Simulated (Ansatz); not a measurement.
H₃Si₂ (charge −1)

Input file:

```
crystal:
  periodic: [false, false, false]
  atoms:
    - { symbol: Si, position_ang: [-1.20205, 0.04344, -0.08428] }
    - { symbol: Si, position_ang: [0.52855, -0.14898, 0.37934] }
    - { symbol: H, position_ang: [-2.18287, 0.26808, -0.65172] }
    - { symbol: H, position_ang: [1.41889, -1.05567, -0.19148] }
    - { symbol: H, position_ang: [1.43748, 0.89313, 0.54814] }
total_charge: -1
basis:
  gaussian: { orbitals: def2-TZVP }
hamiltonian:
  xc: hf
relax:
  f_tol: 0.02
  max_steps: 50
output:
  orbitals: {}
```

Launched as:

```sh
ansatz run input.yaml --threads 1 --pin off --max-ram 2048MiB --backend cpu --events-out ev --progress --plain --runs-dir out
```

The fields are those of the relaxed geometry.

Level of theory: Ansatz 0.2.0, RHF/def2-TZVP.

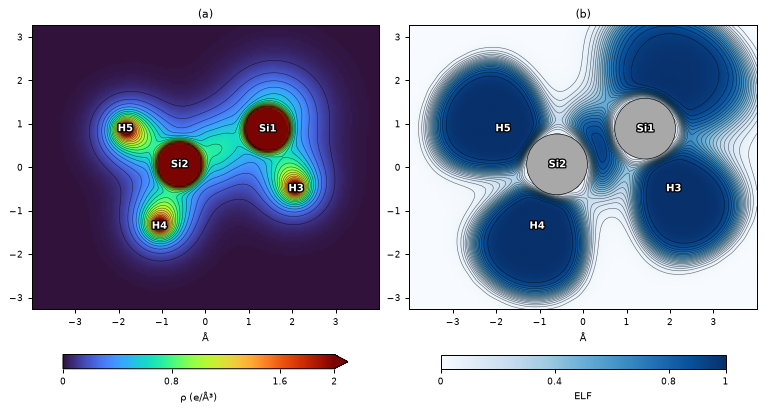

Figure 1. (a) total electron density; (b) ELF on the molecular plane. Grey discs cover the atomic cores in the ELF map.

Interpret the plot.

The plane passes through Si and H nuclei.
Si–Si (2.19 Å): the density is about 0.69 e/Å³ at the midpoint; the ELF peaks at about 0.95 between the atoms, as expected for a shared electron pair.
Si–H (1.49 Å): ρ is about 0.76 e/Å³ halfway; the ELF climbs to about 1 towards the hydrogen, as it does in any bond to H.
The ELF also peaks beside Si1, away from the bonds: lone-pair regions.

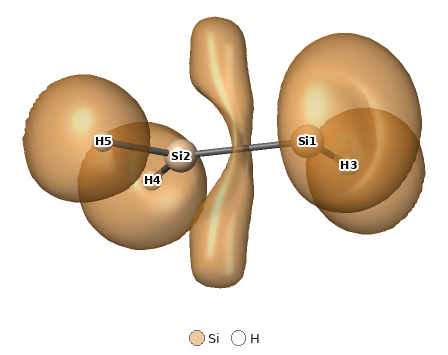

Figure 2. Isosurface of the ELF at 0.9 (orange), seen from one side. Only the valence region is drawn (cores and ρ < 0.01 e/Å³ removed).

Identify the bonds, lone pairs and shells in this picture.

The surface consists of one region between bonded Si–Si atoms (shared pairs), three regions around hydrogen nuclei and one lobe on Si, pointing away from the bonds (lone pairs).

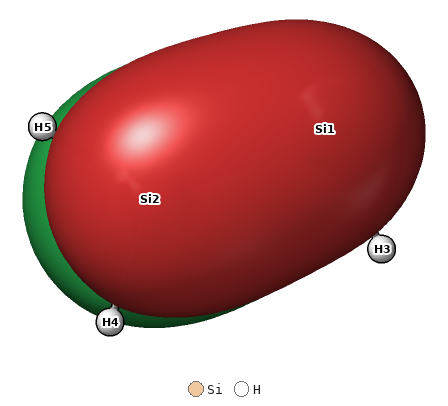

Figure 3. The HOMO at ±0.08 Å⁻³ᐟ² (green and red are the two phases), seen across its widest extent.

Describe this orbital and give its energy.

Its weight (Hirshfeld) is mainly on Si2 (about 55 %) and Si1 (about 40 %); it changes sign across the molecular plane (π type); π-bonding across Si1–Si2. Its energy is −1.76 eV.
